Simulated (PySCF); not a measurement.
# C6H3F2: the cost of one run

Programs: PySCF 2.14.0, with routines of our own; each step states its level. All values are computed. Atoms count from 0.

### Step 1. The starting structure

11 atoms, charge 1, multiplicity 1; geometry from: GFN2-xTB.

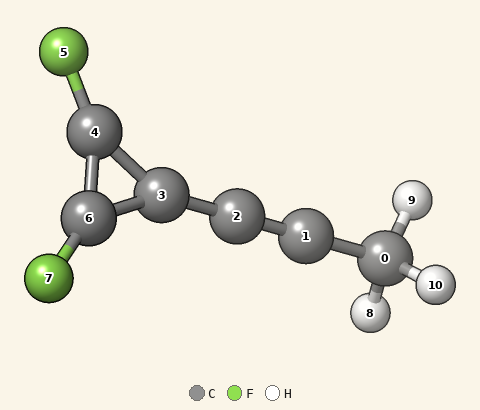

The starting geometry (carbon grey, fluorine green, hydrogen white).

### Step 2. Magnetic properties: GIAO HF/pcSseg-1

Job settings and geometry (Å):

```
{"job": {"kind": "mag", "xc": "HF", "basis": "pcSseg-1", "isotopologues": 2}, "charge": 1, "multiplicity": 1}
C     -2.567389    -0.102743     0.756159
C     -1.199343    -0.044370     0.441585
C     -0.007992     0.008206     0.167281
C      1.301028     0.062041    -0.136276
C      2.506666     0.785901    -0.327885
F      3.112103     1.906003    -0.323802
C      2.519169    -0.559123    -0.515989
F      3.142219    -1.627847    -0.817861
H     -2.715494    -0.760159     1.618333
H     -2.969254     0.887188     0.974091
H     -3.116291    -0.552425    -0.076669
```

Method: GIAO HF/pcSseg-1 magnetisability, rotational g tensor and spin-rotation constants, non-relativistic, gas phase.

Run with:

```
> OMP_NUM_THREADS=1 python excited_run.py task.json out
```

The driver reads the jobs from task.json and runs them one after another.

Q: Estimate the wall time and peak memory of this first job on 1 thread of Arm Neoverse N1, shared host.

About 13 s, with a peak of 0.74 GiB.
